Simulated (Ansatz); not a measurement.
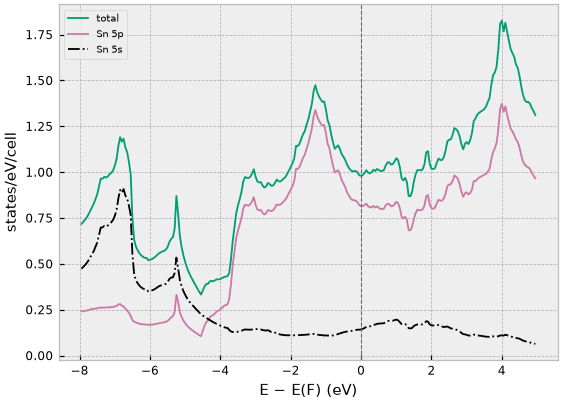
Total and projected density of states of Sn (β-Sn type, space group No. 141), the program Ansatz at the PBE level (PAW)

Task: Which orbitals carry the states next to the Fermi level?

Result: Within 0.5 eV of the Fermi level: Sn 5p 83 %, Sn 5s 15 %. Projections are on Löwdin-orthogonalised atomic valence shells; empty p or d shells of many metals are not among them.

Task: Where is the tallest occupied peak in this window, and what makes it?

Result: Near -1.3 eV, about 1.5 states/eV per cell; the largest projected share is Sn 5p.

Space group I4_1/amd (β-Sn type). Symmetry was held in the PBE relaxation. At this level the phase is mechanically unstable. Spin–orbit coupling is left out wherever it is not named.

Potentials: the later of the program's two PAW sets.
